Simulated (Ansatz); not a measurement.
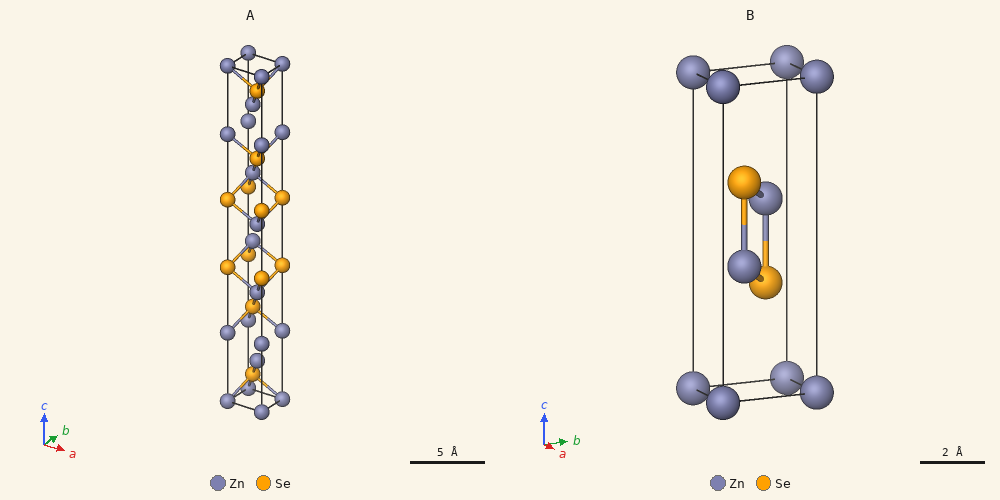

Two structures of Zn3Se2, each relaxed to rest (conventional cells in solid outline, small ones repeated, not to one scale). Method: DFT PBE, scalar-relativistic, plane waves, PAW in Ansatz, without spin polarisation.

What structure does each panel show?

A: 15 atoms a cell on a rhombohedral (trigonal R) lattice, R-3m. B: 5 atoms a cell on a primitive hexagonal lattice, P-3m1.

A or B: which is lower in energy?

B is lower, by 37 meV/atom at this level of theory (energies at zero smearing). Volumes: A 19.4, B 28.6 Å³/atom.

One or both may be structure types tried for this composition rather than known phases.
